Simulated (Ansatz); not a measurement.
**Pd: response to strain**

Start from Pd in the fcc (Cu type) structure (space group Fm-3m, No. 225; a = 3.8777 Å; relaxed with 0.1 eV smearing). Axes: x, y, z lie along the cube axes.

Strains are applied to the cell and any free atomic positions relax; under biaxial strain the out-of-plane vector relaxes too.

The values are results of PBEsol (Ansatz, a first-principles code, PAW, no spin-orbit coupling), not measurements.

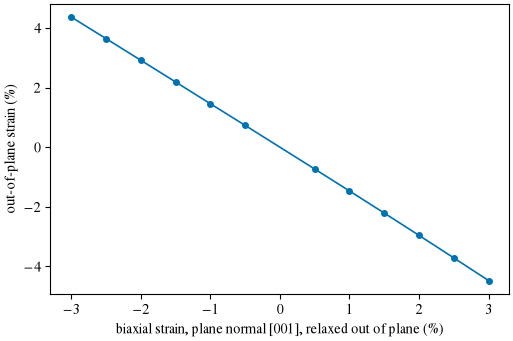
Figure: Out-of-plane strain against biaxial strain, plane normal [001], relaxed out of plane

Problem. From the plot, what is the out-of-plane strain for biaxial strain +0.50 %, plane normal [001], relaxed out of plane?

Solution. About -0.7 %.

Problem. Is the trend monotonic over the range shown?

Solution. Yes, it falls throughout, spanning -4.48 % to +4.36 %.

Stability against distortions was not tested. The final runs are not spin-polarised.
